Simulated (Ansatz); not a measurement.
# CH2LiN (SMILES [Li][N]=C): what the fields show

Input

```
crystal:
  periodic: [false, false, false]
  atoms:
    - {symbol: C, position_ang: [-0.124003, 0.476344, 0.314082]}
    - {symbol: Li, position_ang: [0.421313, -2.304064, -0.490400]}
    - {symbol: N, position_ang: [0.106296, -0.697226, -0.025601]}
    - {symbol: H, position_ang: [0.344902, 1.363546, -0.167518]}
    - {symbol: H, position_ang: [-0.822238, 0.757800, 1.133935]}
basis:
  gaussian:
    orbitals: def2-TZVPD
output: {forces: true, orbitals: {seedname: orbitals}}
hamiltonian:
  xc: {name: PBE0}
```

Command:

```sh
ansatz run input.yaml --threads 1 --pin off --max-ram 2610MiB --events-out events.jsonl --progress --plain --runs-dir runs
```

Geometry: PBE0-D4/def2-TZVP.

Theory: isolated molecule in a Gaussian basis; Kohn-Sham density functional theory, functional PBE0 in Ansatz.

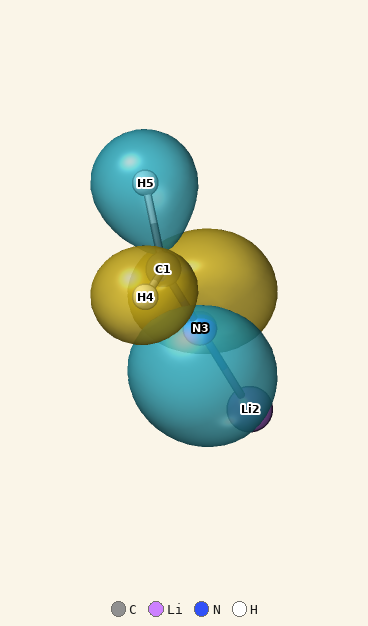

Figure 1. One frontier orbital at ±0.15 Å⁻³ᐟ² (yellow and cyan are the two phases), seen at an oblique angle.

Which orbital is it: HOMO or LUMO?

The HOMO, at −4.26 eV. Its weight (Hirshfeld) is mainly on N3 (about 60 %), C1 (about 15 %), H4 (about 10 %) and H5 (about 10 %); it is symmetric in the molecular plane (an in-plane orbital: σ, lone-pair or in-plane π type).

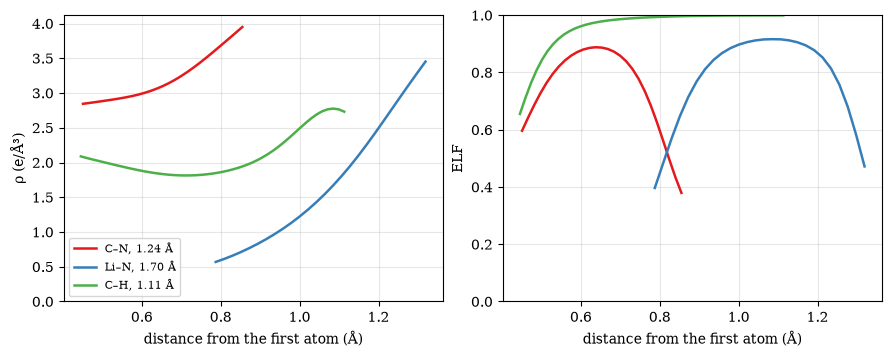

Figure 2. Total electron density and electron localisation function along straight lines between neighbouring atoms. The curves leave out the atomic cores.

What can be read from the curves?

C–N (1.24 Å): ρ is about 3 e/Å³ halfway; the ELF peaks at about 0.90 between the atoms; a short, multiple covalent bond.
Li–N (1.70 Å): ρ is about 0.71 e/Å³ halfway; the ELF peaks at about 0.90 in the valence shell of N, 0.6 Å from its nucleus, and falls to about 0.25 next to Li; a largely ionic contact.
C–H (1.11 Å): ρ at the midpoint is about 1.9 e/Å³; the ELF climbs to about 1 towards the hydrogen, as it does in any bond to H: an ordinary covalent bond to hydrogen.
